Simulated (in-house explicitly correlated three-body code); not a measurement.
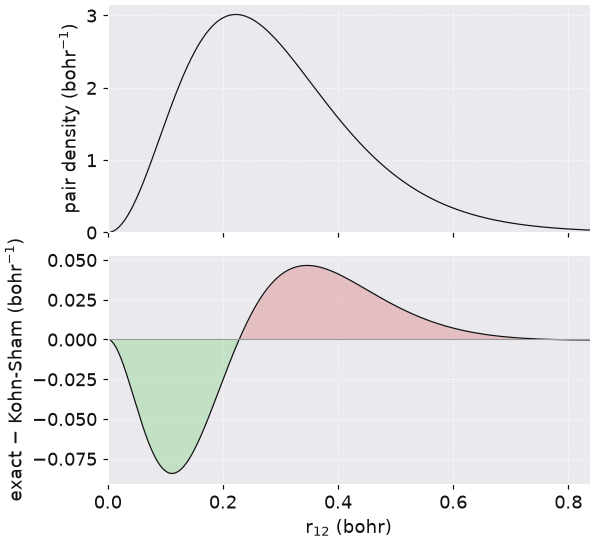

Two electrons around a point charge Z = 8 (O⁶⁺). Computed variationally in 260 exponentially correlated functions with an in-house code, non-relativistic, converged to about 10⁻⁸ of the energy. The plot shows the distribution of the distance r₁₂ between the electrons in the ground state (one pair, times 4πr₁₂²) and its difference from that of the Kohn-Sham determinant with the same density, the Coulomb hole.

Question: Describe both curves.

Answer: The pair density peaks near r₁₂ = 0.22 bohr, and ⟨r₁₂⟩ = 0.2904 bohr. Correlation takes weight from short distances: the hole is deepest (−0.084 bohr⁻¹) near 0.11 bohr and first changes sign near 0.23 bohr, moving 1.1 % of the pair outwards. The mean cosine of the angle between the electrons is −0.0166, and the density-functional correlation energy is −45.45 millihartree.
